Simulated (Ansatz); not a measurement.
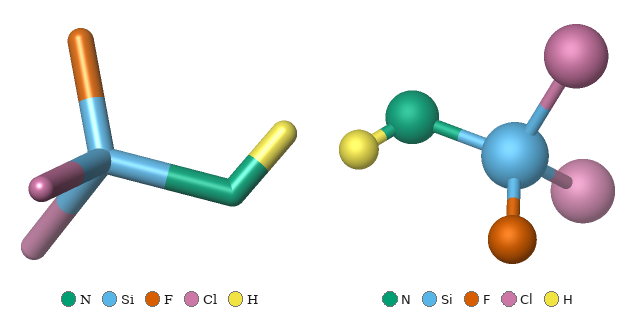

The same structure drawn twice, from different directions.

Charge 0, doublet. The computed structure is the end point of a PBE0-D4/def2-TZVP optimisation.

Give the formula.

Answer. Cl2FHNSi, 6 atoms: 2 chlorine, 1 fluorine, 1 hydrogen, 1 nitrogen and 1 silicon.

Count the bonded pairs by element.

Answer. 2 Cl–Si, 1 N–Si, 1 F–Si, 1 N–H.

Name some functional groups or characteristic bonds that it holds.

Answer. Among them: Si–N bond.

Write the SMILES.

Answer. [NH][Si](F)(Cl)Cl

The parts below concern this one geometry. Atoms keep their numbers from picture to picture.

Geometry

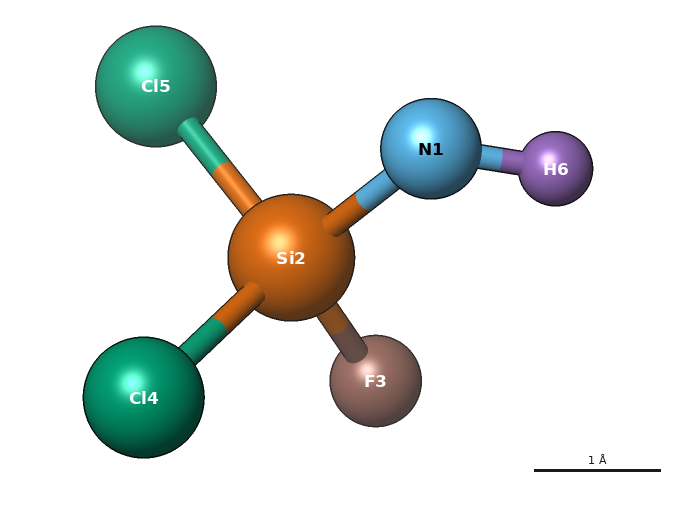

Atoms carry their numbers in the input.

List the bonds and their lengths.

```json
{"bond": "N1–Si2", "length (Å)": "1.723", "order": "single"}
{"bond": "N1–H6", "length (Å)": "1.022", "order": "single"}
{"bond": "Si2–F3", "length (Å)": "1.584", "order": "single"}
{"bond": "Si2–Cl4", "length (Å)": "2.019", "order": "single"}
{"bond": "Si2–Cl5", "length (Å)": "2.020", "order": "single"}
```

Dipole moment

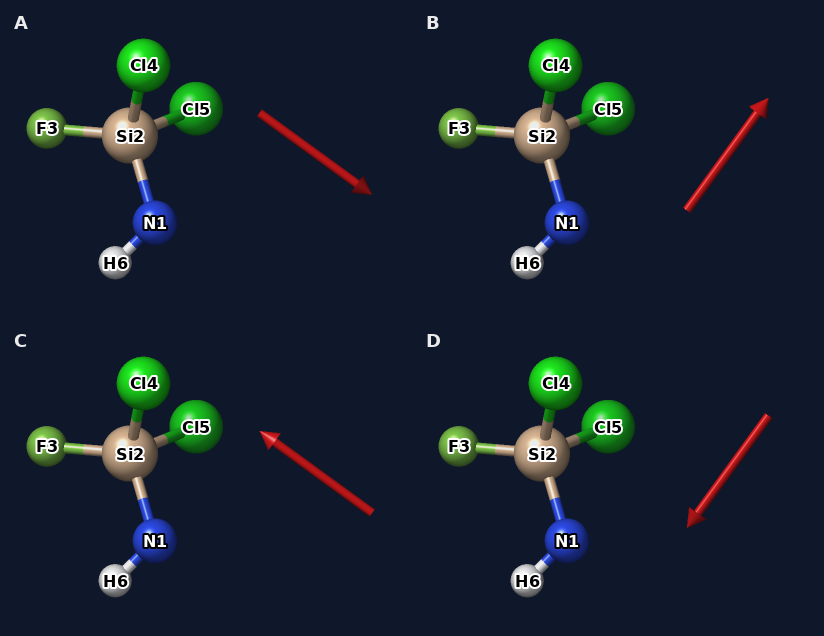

The same molecule four times, each with an arrow. Method: UKS PBE-D4/def2-TZVPP (Ansatz 0.2.0).

Which arrow points along the dipole moment, from the negative to the positive end?

Answer. D. The dipole moment is 0.99 D; it points from the side of Cl4 to the side of H6 (the outermost atoms at the two ends).

Vibrations

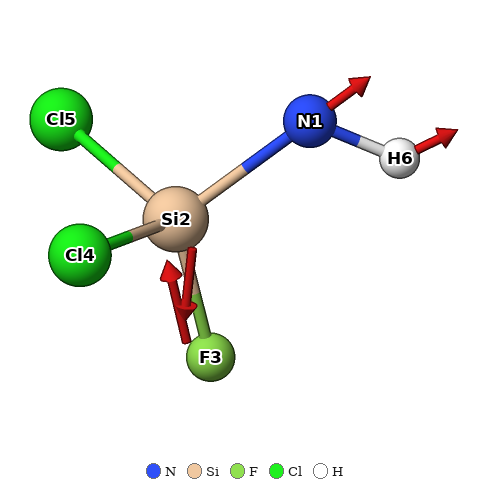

The arrows show one normal mode. Harmonic vibrations computed with UKS PBE0-D4/def2-TZVP (Ansatz 0.2.0) at a stationary point of the same level.

Describe the motion.

Answer. Mostly F–Si stretching.

Estimate its harmonic wavenumber.

Answer. 942 cm⁻¹; it is mode 11 of 12 counted from the lowest.

Electronic properties

Properties computed with UKS revPBE-D4/def2-TZVPP (Ansatz 0.2.0).

Give the HOMO energy (Kohn–Sham orbital) at this level.

Answer. −7.34 eV.

Estimate the ⟨S²⟩ of the determinant.

Answer. 0.753.
